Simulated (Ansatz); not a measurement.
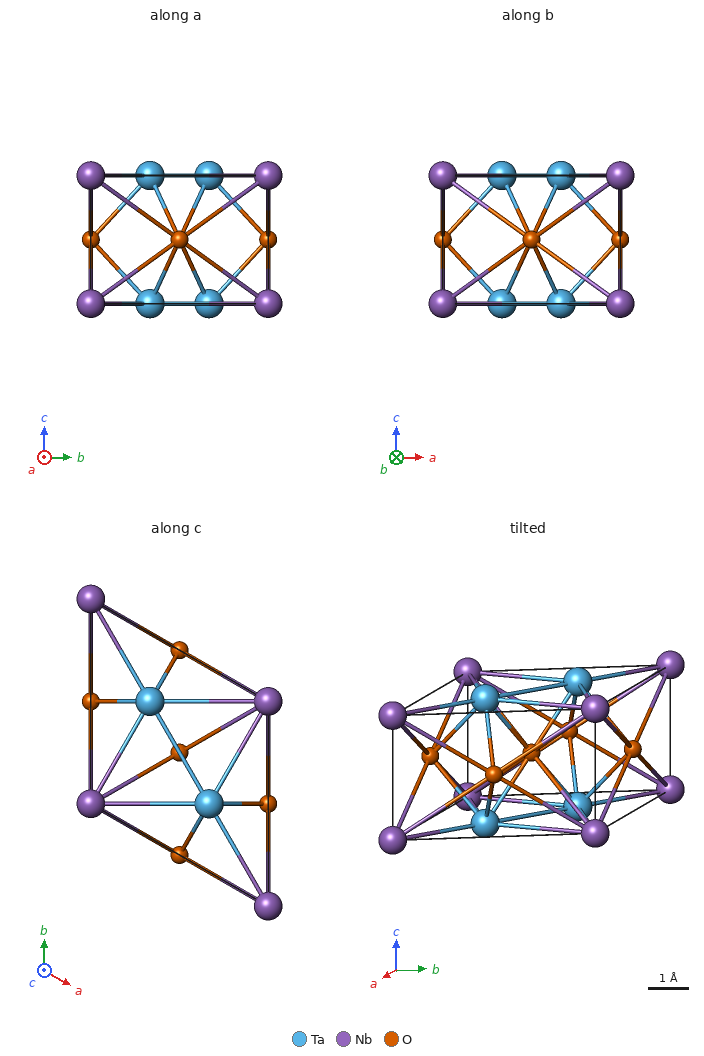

Shown here is a ball-and-stick view of the crystal, taken along the a axis, along the b axis, along the c axis and slightly off an axis. The frame is the conventional unit cell; atoms at its boundary are shown with their periodic copies.

Lattice parameters: a = 5.1422 Å, b = 5.1422 Å, c = 3.2179 Å, α = 90.000°, β = 90.000°, γ = 120.000°.

From the views, write a CIF in P1 with every atom of the cell.

Answer.
```cif
data_structure
_symmetry_space_group_name_H-M 'P 1'
_symmetry_Int_Tables_number 1
_cell_length_a 5.1422
_cell_length_b 5.1422
_cell_length_c 3.2179
_cell_angle_alpha 90.000
_cell_angle_beta 90.000
_cell_angle_gamma 120.000
_cell_volume 73.69
loop_
_atom_site_label
_atom_site_type_symbol
_atom_site_fract_x
_atom_site_fract_y
_atom_site_fract_z
_atom_site_occupancy
Ta1 Ta 0.3333 0.6667 0.0000 1
Ta2 Ta 0.6667 0.3333 0.0000 1
Nb1 Nb 0.0000 0.0000 0.0000 1
O1 O 0.5000 0.0000 0.5000 1
O2 O 0.5000 0.5000 0.5000 1
O3 O 0.0000 0.5000 0.5000 1
```

Source of the structure: a structure type filled with these elements by a generator (whether the compound takes this form wasn't checked). This is the structure after a relaxation with Ansatz 0.2.0, DFT PBE, scalar-relativistic, plane waves, PAW.
